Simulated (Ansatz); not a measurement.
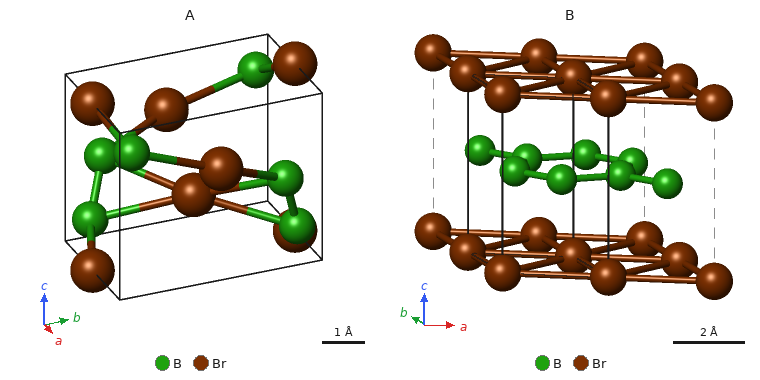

Two structures of B2Br, each relaxed to rest (conventional cells in solid outline, small ones repeated, not to one scale). Method: DFT PBE, scalar-relativistic, plane waves, PAW in Ansatz 0.2.0, without spin polarisation.

Identify the two structures.

Answer. A: 9 atoms a cell on a primitive hexagonal lattice, P6_222. B: AlB₂ type, P6/mmm.

Which structure is more stable?

Answer. A is lower, by 235 meV/atom at this level of theory (energies at zero smearing). Volumes: A 16.5, B 14.1 Å³/atom.

One or both may be structure types tried for this composition rather than known phases.
